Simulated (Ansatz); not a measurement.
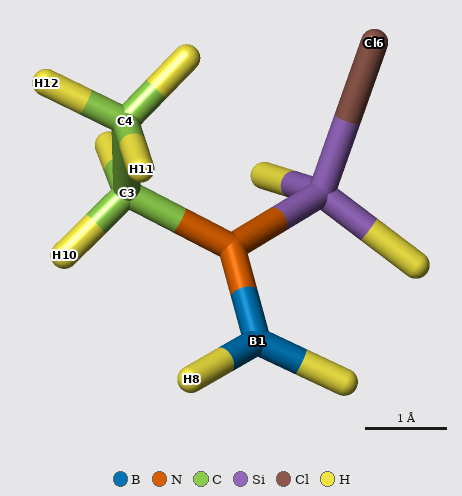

**Figure 1.** The input geometry (stick view, seen at a tilt; atoms are numbered from 1 in the order of the input).

# C2H9BClNSi: single-point calculation

C2H9BClNSi, SMILES BN(CC)[SiH2]Cl, computed with RKS PBE-d4/def2-TZVP (Ansatz 0.2.0).

Some settings of this run were made unusual or wrong on purpose. The geometry comes from this level: PBE0-D4/def2-TZVP. Figures and captions count atoms from 1; the log counts them from 0 in places.

## The program's output
```
Functional definition: PBE
  name "PBE"
  cite "Perdew, Burke & Ernzerhof, Phys. Rev. Lett. 77, 3865 (1996) doi:10.1103/PhysRevLett.77.3865"
  parent pbe
  parameter kappa = 0.804
  parameter beta = 0.06672455060314922
  exchange = pbe_x(kappa = kappa, mu = beta*pi^2/3)
  correlation = pbe_c(beta = beta)
1588 factors; their error is unknown
mean field evaluation 1: about -24761.6228 eV, gradient 8.1e1 eV
mean field evaluation 2: about -24710.7795 eV, gradient 1.6e2 eV
mean field evaluation 4: about -24776.2646 eV, gradient 1.6e1 eV
mean field evaluation 8: about -24735.1755 eV, gradient 2.1e2 eV
mean field evaluation 16: about -24757.8054 eV, gradient 3.8e-1 eV
mean field -24757.80594087 eV, -909.8325868835 hartree, gradient 7.3e-5 eV, S^2 0.000000; 0 other end points of the search recorded, 0 dependent functions left out
the calculation of the forces begins
reference -24757.80626123 eV, -909.8325986564 hartree; 32, 32 occupied and 220, 220 virtual orbitals, 1588 factors
Total energy: -24757.80626123 eV, -909.8325986564 hartree
Atom 0 at    -1.142745    -1.301609    -0.659483 Å, force     7.338095    13.408045     4.390067 eV/Å
Atom 1 at    -0.594277    -0.091648    -0.216727 Å, force    -5.741559    -4.628313    -2.506861 eV/Å
Atom 2 at     0.108782    -0.010414     1.071875 Å, force     6.651145     0.191768    -2.695520 eV/Å
Atom 3 at     1.541098    -0.498040     0.982281 Å, force    -7.444757     2.580880    -0.260589 eV/Å
Atom 4 at    -0.748936     1.357981    -1.152274 Å, force    10.776103    -8.151988     2.541806 eV/Å
Atom 5 at     1.087151     2.028748    -1.804043 Å, force    -8.523236    -3.393296     2.423494 eV/Å
Atom 6 at    -1.678690    -1.347354    -1.728209 Å, force     0.006502     0.724858     1.039368 eV/Å
Atom 7 at    -1.073794    -2.267698     0.047083 Å, force     0.423819     0.550057    -1.509313 eV/Å
Atom 8 at     0.088214     1.026033     1.426879 Å, force    -0.604174    -4.764225    -1.963554 eV/Å
Atom 9 at    -0.445930    -0.604489     1.802120 Å, force     1.923771     2.481440    -3.801453 eV/Å
Atom 10 at     1.567361    -1.541942     0.661864 Å, force    -2.074909     4.779194     0.196498 eV/Å
Atom 11 at     2.028468    -0.427250     1.957566 Å, force    -1.111941    -0.337832    -2.671335 eV/Å
Atom 12 at     2.114432     0.093770     0.266768 Å, force    -2.058527    -2.786359     2.739292 eV/Å
Atom 13 at    -1.591241     1.091697    -2.332451 Å, force     0.969265    -0.608522     1.082746 eV/Å
Atom 14 at    -1.281592     2.441514    -0.294051 Å, force    -0.529597    -0.045707     0.995355 eV/Å
Dipole moment:     0.001186     0.166194    -0.037962 e Å
```

This output came from the following input.

## Input file
```yaml
crystal:
  periodic: [false, false, false]
  atoms:
    - {symbol: B, position_ang: [-1.142745, -1.301609, -0.659483]}
    - {symbol: N, position_ang: [-0.594277, -0.091648, -0.216727]}
    - {symbol: C, position_ang: [0.108782, -0.010414, 1.071875]}
    - {symbol: C, position_ang: [1.541098, -0.498040, 0.982281]}
    - {symbol: Si, position_ang: [-0.748936, 1.357981, -1.152274]}
    - {symbol: Cl, position_ang: [1.087151, 2.028748, -1.804043]}
    - {symbol: H, position_ang: [-1.678690, -1.347354, -1.728209]}
    - {symbol: H, position_ang: [-1.073794, -2.267698, 0.047083]}
    - {symbol: H, position_ang: [0.088214, 1.026033, 1.426879]}
    - {symbol: H, position_ang: [-0.445930, -0.604489, 1.802120]}
    - {symbol: H, position_ang: [1.567361, -1.541942, 0.661864]}
    - {symbol: H, position_ang: [2.028468, -0.427250, 1.957566]}
    - {symbol: H, position_ang: [2.114432, 0.093770, 0.266768]}
    - {symbol: H, position_ang: [-1.591241, 1.091697, -2.332451]}
    - {symbol: H, position_ang: [-1.281592, 2.441514, -0.294051]}
basis:
  gaussian: {orbitals: def2-TZVP, final_grid: {core_spheres: 1, valence_spheres: 1, degree: 5}}
hamiltonian: {xc: {name: PBE}}
output: {forces: true}
```

Launched with:
```bash
ansatz run in.yaml --threads 4 --pin off --events-out ev --progress --plain --max-ram 11315MiB
```

## Outcome

```json
{"quantity": "outcome", "value": "converged"}
{"quantity": "total energy", "value": "−24757.8063 eV"}
{"quantity": "SCF solution under orbital rotations", "value": "stable"}
{"quantity": "largest force (length of the vector)", "value": "15.903 eV/Å"}
{"quantity": "dipole moment", "value": "0.82 D"}
{"quantity": "hardware", "value": "4 threads of Arm Neoverse V1, 23 GiB of memory available, shared host"}
{"quantity": "wall time", "value": "3.7 s (CPU time 13 s)"}
{"quantity": "peak memory", "value": "0.75 GiB"}
```

## What went wrong

The input was spoiled on purpose: grid. The program still converged, but the numbers can't be taken as results for the intended system.
